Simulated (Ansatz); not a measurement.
# Fields on a plane of BaTi(BO3)2 (space group R-3)

```xyz
10
Lattice="2.5113 1.4499 5.4457 -2.5113 1.4499 5.4457 0.0000 -2.8998 5.4457" Properties=species:S:1:pos:R:3 pbc="T T T"
Ba     0.0000     0.0000     0.0000
Ti     0.0000     0.0000     8.1686
B      0.0000     0.0000     3.8245
B      0.0000     0.0000    12.5128
O     -0.2575    -1.5508     9.3178
O      0.2575     1.5508     7.0194
O      1.4718     0.5524     9.3178
O     -1.4718    -0.5524     7.0194
O     -1.2143     0.9984     9.3178
O      1.2143    -0.9984     7.0194
```

The slice is a (0001) plane (indices of the conventional cell) through the point (0.659, 0.557, 0.073) (fractional), spanned by u = [1 0 -1] and v = [-1 2 -1] in vectors of this cell: u (5.02 Å) and v (8.70 Å, at 90° to u). It covers one period; positions are fractions (u, v).

Atoms on it: B at (0.21, 0.10); B at (0.71, 0.60); O at (0.00, 0.00); O at (0.50, 0.50); O at (0.47, 0.05); O at (0.97, 0.55); O at (0.16, 0.26); O at (0.66, 0.76).

These are PBEsol (plane waves to 420 eV, PAW, scalar-relativistic; Ansatz, a program for electronic structure) values and carry that method's errors. k mesh 8×8×8. Near the nuclei the fields are pseudised (PAW); where an atom keeps semicore shells as valence, they peak there. BaTi(BO3)2 is run without spin polarisation. BaTi(BO3)2 was relaxed with its symmetry unable to fall.

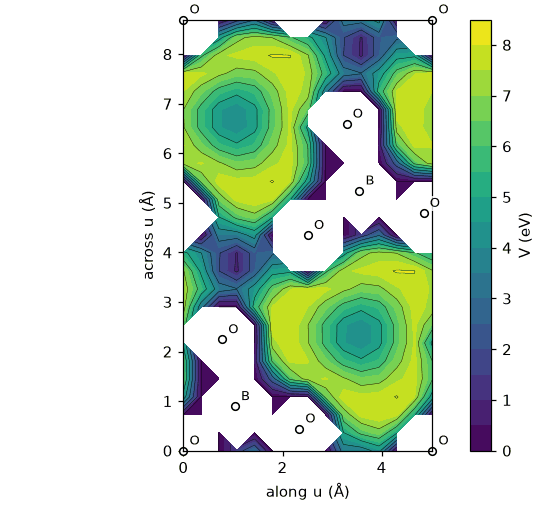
Fig. 1. Electrostatic potential energy of an electron, from the cell's mean, in eV, one period of the plane, atoms marked. Points within 0.6 Å of a nucleus are left white, as the pseudised field means little there. Values under 0 eV are set to 0. The zero, the cell's mean, hangs on the PAW cores.

```tsv
v \ u	0.00	0.14	0.29	0.43	0.57	0.71	0.86
0.88	-0.7	-1.0	-1.4	-1.2	-0.6	-0.5	-0.8
0.75	-1.4	-1.2	-1.2	-0.8	0.6	0.8	-0.6
0.62	0.1	-0.7	-1.2	-0.7	-0.2	-0.3	0.0
0.50	0.5	-0.5	-0.6	0.7	0.7	-0.4	0.1
0.38	-0.9	-0.5	-0.7	-0.8	-0.8	-1.2	-1.3
0.25	-0.1	0.9	0.2	-1.1	-1.3	-1.2	-1.2
0.12	-0.5	-0.1	-0.1	0.2	-0.2	-1.1	-1.0
0.00	0.9	0.1	-0.4	0.5	0.1	-0.8	0.1
```

Values: log₁₀ of the valence density in e/Å³. The scale is logarithmic, as a density can span decades between atoms and voids.
